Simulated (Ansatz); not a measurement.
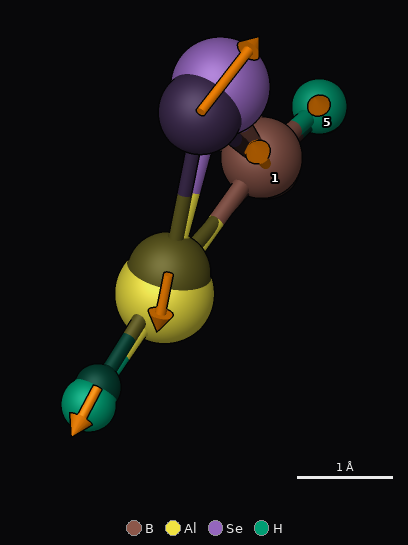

A relaxation of AlBH2Se. The starting structure is drawn faded, the final one solid; orange arrows show the displacements, magnified 3 times. The two geometries are superimposed by the best rigid fit.

A ball-and-stick model, seen from a free direction.

It is one of the separated reactants of a reaction.

The calculation used RKS PBE-D4/def2-SVP (Ansatz). Settings: force threshold 0.03 eV/Å; at most 250 steps.

> Describe the change and its energy.

The Se atom moves most after the best rigid fit: 0.41 Å. Largest moves by element: Se 0.41 Å, Al 0.24 Å, H 0.21 Å, B 0.20 Å. Some distances before and after: Al–Se 1.946 → 2.383 Å, B–Se 2.338 → 1.954 Å, Al–H 1.520 → 1.590 Å, B–H 1.150 → 1.209 Å. Among the angles between lasting bonds that change: Al–B–Se 52.6° → 73.7°, B–Al–Se 72.6° → 51.9°, B–Al–H 160.8° → 177.8°. Over 6 geometry steps the energy falls by 2.136 eV. Largest force component: 6.7 eV/Å at the start, 0.0063 eV/Å at the end.
